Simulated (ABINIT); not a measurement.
# Quasiparticle gap of TaAgO3 (Pm-3m) in ABINIT, part 3 of 3

How does a plane-wave GW calculation on TaAgO3 (Pm-3m) run from the first input to the gap?

ABINIT 10.8.3; PBEsol and many-body steps on it, plane waves. Known limits of the many-body steps: not at the basis limit; d shell near the gap, gap tends to lie low; no spin-orbit coupling; coarse k mesh.

So far. Step 4 (Empty states on the mesh, 2×2×2 mesh, 55 bands): On this mesh the gap is 1.588 eV. Step 5 (Screening, 2×2×2 mesh, 51 bands, screening to 87.1 eV): Local fields lower ε∞ by 3 %. On a Γ-centred mesh this coarse the value itself is usually too large, while a short band sum pulls it down.

### Step 6. Self-energy, 2×2×2 mesh, 51 bands, screening to 87.1 eV

The self-energy is evaluated for the states that the input lists, and the levels follow from it, in one-shot runs by the linearised quasiparticle equation.

This step: G0W0 on PBEsol, plane waves, norm-conserving pseudopotentials.

run.abi reads:

```
acell 3*1.0 Angstrom
rprim 
  3.999370000000 0.000000000000 0.000000000000
  0.000000000000 3.999370000000 0.000000000000
  0.000000000000 0.000000000000 3.999370000000
ntypat 3
znucl 73 47 8
natom 5
typat 1 2 3 3 3
xred 
  0.000000000000 0.000000000000 0.000000000000
  0.500000000000 0.500000000000 0.500000000000
  0.000000000000 0.000000000000 0.500000000000
  0.000000000000 0.500000000000 0.000000000000
  0.500000000000 0.000000000000 0.000000000000
pp_dirpath "pseudos"
pseudos "Ta.upf, Ag.upf, O.upf"
ecut 37
ngkpt 2 2 2
nshiftk 1
shiftk 0 0 0
kptopt 1
chksymbreak 0
istwfk *1
occopt 1
irdwfk 1
optdriver 4
nband 51
gwcalctyp 0
ecutsigx 37
symsigma 1
nkptgw 3
kptgw 
  0.5000000000 0.5000000000 0.0000000000
  0.0000000000 0.0000000000 0.0000000000
  0.5000000000 0.0000000000 0.0000000000
bdgw 
  23 27
  23 29
  24 28
ecuteps 3.2
irdscr 1
ppmodel 1
indata_prefix "in"
outdata_prefix "out"
tmpdata_prefix "tmp"
```

Started as:

```console
$ OMP_NUM_THREADS=1 mpirun -n 4 abinit run.abi > log
```

Numbers of over 12 decimals in the logs are rounded to 6 here.

Log:

```text
.Version 10.8.3 of ABINIT. v10.8.2 released Aug 2026.

 Symmetries : space group Pm -3 m (#221); Bravais cP (primitive cubic)
[... echo of the input left out ...]
== DATASET  1 ==================================================================
-   mpi_nproc: 4, omp_nthreads: 1 (-1 if OMP is not activated)

--- !DatasetInfo
iteration_state: {dtset: 1, }
dimensions: {natom: 5, nkpt: 4, mband: 51, nsppol: 1, nspinor: 1, nspden: 1, mpw: 4697, }
cutoff_energies: {ecut:  37.0, pawecutdg:  -1.0, }
electrons: {nelect:   5.00000000E+01, charge:   0.00000000E+00, occopt:   1.00000000E+00, tsmear:   1.00000000E-02, }

 SIGMA: Calculation of the GW corrections

 Based on a program developped by R.W. Godby, V. Olevano, G. Onida, and L. Reining.
 Incorporated in ABINIT by V. Olevano, G.-M. Rignanese, and M. Torrent.
.Using double precision arithmetic ; gwpc =  8

[... cell and pseudopotentials left out ...]
--------------------------------------------------------------------------------

 ==== K-mesh for the wavefunctions ====
 Number of points in the irreducible wedge :     4
[... list of points left out ...]
 Together with 48 symmetry operations and time-reversal symmetry
 yields     8 points in the full Brillouin Zone.

 ==== Q-mesh for screening function ====
 Number of points in the irreducible wedge :     4
[... list of points left out ...]
 Together with 48 symmetry operations and time-reversal symmetry
 yields     8 points in the full Brillouin Zone.

 vcoul_init : cutoff-mode = AUXILIARY_FUNCTION
 q-points for optical limit:   1
     1)      0.000010    0.000020    0.000030
 setmesh: FFT mesh size selected  =    45x   45x   45
          total number of points  =        91125

 Number of electrons calculated from density =   50.0000; Expected =   50.0000
 average of density, n =  0.115824
 r_s =    1.2726
 omega_plasma =   32.8288 [eV]

 === KS Band Gaps ===
  >>>> For spin  1
   Minimum direct gap =   2.1713 [eV], located at k-point      :   0.5000  0.0000  0.0000
   Fundamental gap    =   1.5877 [eV], Top of valence bands at :   0.5000  0.5000  0.0000
                                       Bottom of conduction at :   0.0000  0.0000  0.0000
 SIGMA fundamental parameters:
 PLASMON POLE MODEL  1
 number of plane-waves for SigmaX                 4697
 number of plane-waves for SigmaC and W            123
 number of plane-waves for wavefunctions          4697
 number of bands                                    51
 number of independent spin polarizations            1
 number of spinorial components                      1
 number of k-points in IBZ                           4
 number of q-points in IBZ                           4
 number of symmetry operations                      48
 number of k-points in BZ                            8
 number of q-points in BZ                            8
 number of frequencies for dSigma/dE                 9
 frequency step for dSigma/dE [eV]                0.25
 number of omega for Sigma on real axis              0
 max omega for Sigma on real axis  [eV]           0.00
 zcut for avoiding poles [eV]                     0.10

 EPSILON^-1 parameters (SCR file):
 dimension of the eps^-1 matrix on file            123
 dimension of the eps^-1 matrix used               123
 number of plane-waves for wavefunctions          4697
 number of bands                                    51
 number of q-points in IBZ                           4
 number of frequencies                               2
 number of real frequencies                          1
 number of imag frequencies                          1

 matrix elements of self-energy operator (all in [eV])

 Perturbative Calculation

--- !SelfEnergy_ee
iteration_state: {dtset: 1, }
kpoint     : [   0.500,    0.500,    0.000, ]
spin       : 1
KS_gap     :    4.691
QP_gap     :    6.414
Delta_QP_KS:    1.723
data: !SigmaeeData |
     Band     E0 <VxcDFT>   SigX SigC(E0)      Z dSigC/dE  Sig(E)    E-E0       E
       23   5.502 -23.721 -29.563   5.554   0.787  -0.270 -23.948  -0.226   5.275
       24   5.502 -23.721 -29.563   5.554   0.787  -0.270 -23.948  -0.227   5.275
       25   6.058 -21.399 -26.342   5.407   0.771  -0.298 -21.041   0.358   6.416
       26  10.749 -17.780 -11.510  -3.643   0.792  -0.263 -15.699   2.081  12.830
       27  10.749 -17.780 -11.510  -3.643   0.792  -0.263 -15.699   2.081  12.830

--- !SelfEnergy_ee
iteration_state: {dtset: 1, }
kpoint     : [   0.000,    0.000,    0.000, ]
spin       : 1
KS_gap     :    2.709
QP_gap     :    3.556
Delta_QP_KS:    0.847
data: !SigmaeeData |
     Band     E0 <VxcDFT>   SigX SigC(E0)      Z dSigC/dE  Sig(E)    E-E0       E
       23   4.936 -20.181 -25.375   5.683   0.768  -0.301 -19.805   0.376   5.312
       24   4.936 -20.181 -25.375   5.683   0.768  -0.301 -19.805   0.376   5.312
       25   4.936 -20.181 -25.375   5.683   0.768  -0.301 -19.805   0.376   5.312
       26   7.645 -11.924  -6.856  -3.602   0.834  -0.199 -10.702   1.223   8.868
       27   8.214 -15.753  -9.914  -3.611   0.823  -0.215 -13.920   1.833  10.047
       28   8.214 -15.753  -9.914  -3.611   0.823  -0.215 -13.920   1.833  10.047
       29   8.214 -15.753  -9.914  -3.611   0.823  -0.215 -13.920   1.833  10.047

--- !SelfEnergy_ee
iteration_state: {dtset: 1, }
kpoint     : [   0.500,    0.000,    0.000, ]
spin       : 1
KS_gap     :    2.171
QP_gap     :    4.060
Delta_QP_KS:    1.889
data: !SigmaeeData |
     Band     E0 <VxcDFT>   SigX SigC(E0)      Z dSigC/dE  Sig(E)    E-E0       E
       24   5.887 -22.998 -28.577   5.587   0.780  -0.282 -22.992   0.005   5.892
       25   5.887 -22.998 -28.577   5.587   0.780  -0.282 -22.992   0.005   5.892
       26   8.058 -14.934  -8.814  -3.822   0.825  -0.213 -13.039   1.894   9.952
       27  10.688 -17.776 -11.640  -3.546   0.791  -0.264 -15.727   2.049  12.737
       28  10.688 -17.776 -11.640  -3.546   0.791  -0.264 -15.727   2.049  12.737

== END DATASET(S) ==============================================================
================================================================================

 -outvars: echo values of variables after computation  --------
           etotal      0.0000000000E+00
            nband          51
             nkpt           4
          spgroup         221
 [... the other variables as echoed above ...]

 Calculation completed.
```

The job ended after 13 s (4 MPI ranks of AMD EPYC 7571, shared host; peak memory 0.74 GiB; 49 s of CPU time).

Numbers from this step:

* G0W0 gap on the points computed: 2.452 eV
* starting gap on the mesh: 1.588 eV
* k of the valence top: 0.5, 0.5, 0
* k of the conduction bottom: 0, 0, 0
* Z at the valence top: 0.771
* Z at the conduction bottom: 0.834
* least direct G0W0 gap on the computed points: 3.556 eV

The gap on the mesh goes from 1.59 eV to 2.45 eV, a correction of +0.86 eV.

Limits: finite bands, cutoff and mesh; d shell near the gap, gap tends to lie low; no spin-orbit coupling; coarse k mesh. v1 is the top filled band, c1 the lowest empty one. Levels before and after the correction, in eV, zero at the valence-band top of each column:

|  | conduction bottom | valence top |
| --- | --- | --- |
| Kohn-Sham | 1.59 | 0.00 |
| G0W0 | 2.45 | 0.00 |

|  | level | energy (eV) |
| --- | --- | --- |
| Kohn-Sham | (0.5 0.5 0) v3-v2 | -0.556 |
| Kohn-Sham | (0.5 0.5 0) v1 | 0.000 |
| Kohn-Sham | (0.5 0.5 0) c1-c2 | 4.692 |
| Kohn-Sham | Γ v3-v1 | -1.121 |
| Kohn-Sham | Γ c1 | 1.588 |
| Kohn-Sham | Γ c2-c4 | 2.157 |
| G0W0 | (0.5 0.5 0) v3-v2 | -1.141 |
| G0W0 | (0.5 0.5 0) v1 | 0.000 |
| G0W0 | (0.5 0.5 0) c1-c2 | 6.414 |
| G0W0 | Γ v3-v1 | -1.104 |
| G0W0 | Γ c1 | 2.452 |
| G0W0 | Γ c2-c4 | 3.631 |

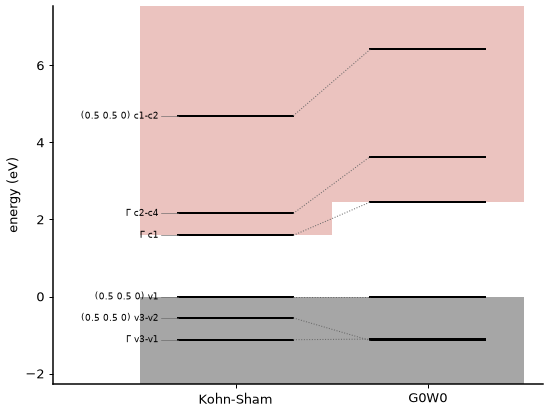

Levels before and after the correction. Shaded: valence and conduction bands.

### Step 7. Where the time went

Times are wall times on 4 MPI ranks of AMD EPYC 7571, shared host, good to a factor of about two.

| step | time | share | memory (GiB) |
| --- | --- | --- | --- |
| ground state | 87 s | 37 % | 0.41 |
| bands along the symmetry lines | 99 s | 42 % | 0.41 |
| empty states on the mesh | 21 s | 9 % | 0.32 |
| screening | 16 s | 7 % | 0.65 |
| self-energy | 13 s | 5 % | 0.74 |

### Step 8. What came out

```json
{
  "PBEsol gap": "1.59 eV, indirect",
  "G0W0 gap on the mesh": "2.45 eV",
  "GW settings": "2×2×2 mesh, 51 bands, screening to 87.1 eV, Godby-Needs plasmon pole",
  "known limits": "not at the basis limit; d shell near the gap, gap tends to lie low; no spin-orbit coupling; coarse k mesh"
}
```

What this shows: G0W0 moves the gap on the mesh from 1.59 eV to 2.45 eV (+0.86 eV), with Z of 0.77 and 0.83 at the edges. Local fields lower the RPA ε∞ on this mesh from 11.89 to 11.49; a Γ-centred mesh this coarse tends to raise both, most where the direct gap is narrow, while a short band sum lowers them. Only 3 of the mesh's irreducible points were corrected, so a valley elsewhere could overtake. Bands and cutoff are finite, so the gap is not at the basis limit. The miss can reach some tenths of an eV and take either sign; the mesh is an error of its own. In the G0W0 run levels were corrected at 3 k points alone, so a gap called «on the mesh» is the least over those, and an edge elsewhere would be missed. The 2×2×2 mesh is coarse for this cell, which bears on the long-range parts of exchange and screening. This is the ideal cubic cell; many perovskites, halides above all, are cubic only on average, and local tilts or off-centring can widen the gap. A d shell, filled or nearly so, lies near the gap. One-shot GW converges very slowly in bands there, not always from below, and on a semilocal start the gap tends to come out low; starts rich in exact exchange can overshoot instead. The many-body steps are scalar-relativistic: spin-orbit coupling is not in them.

[Paths, hosts, dates, memory and timing lines, banners, echoed tables and standing remarks are left out of the program output.]

[Logs are printed without paths, hosts, clocks, repeated set-up lines and the standing remarks that a program may print on its own settings, such as how far it seeks lower states.]

[Runs of the session that timed out or met a known fault of the program may be left out.]

[Hosts, paths, dates, database ids (printed as entryN), source tags and the programs' standing remarks are cut or masked in the printed files.]

[G0W0 gaps are taken among the corrected bands and points alone; a level outside them can change the order at an edge.]

[Where Ansatz stands beside ABINIT at settings called matched, ABINIT's density can come from a denser mesh and the files from another edition; pairs whose starting gaps differed by over 0.03 eV were left out, so agreement reads better than it is.]
